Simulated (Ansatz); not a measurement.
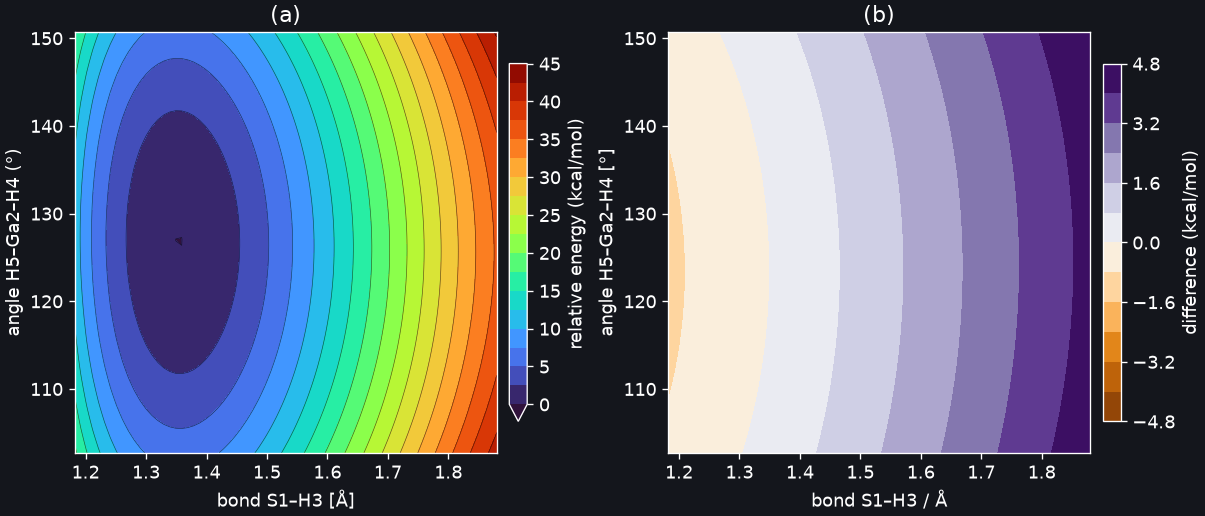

GaH₃S, SMILES [SH][GaH2]. 
- Two internal coordinates are moved rigidly from the geometry relaxed at PBE0-D4/def2-TZVP, all others fixed.
- First axis: bond S1–H3. Second axis: angle H5–Ga2–H4.
- The grid has 7 × 7 points.
- Points are written as (first, second).
- Energies: kcal/mol, counted from each map's own lowest point.
- Theory: RKS PBE-D4/def2-TZVPP in Ansatz.

Panel (a): Ansatz 0.2.0, RKS PBE-D4/def2-TZVPP. Panel (b): the map at Ansatz, RKS PBE0-D4/def2-TZVPP less the map of (a), each from its own lowest point.

How does the change of method alter the landscape?

The difference runs from −0.9 kcal/mol at (1.182 Å, 126.7°) to 4.8 kcal/mol at (1.880 Å, 150.7°). The interpolated minimum moves from 1.3527 to 1.3417 Å in bond S1–H3 and 126.89 to 126.73° in angle H5–Ga2–H4.
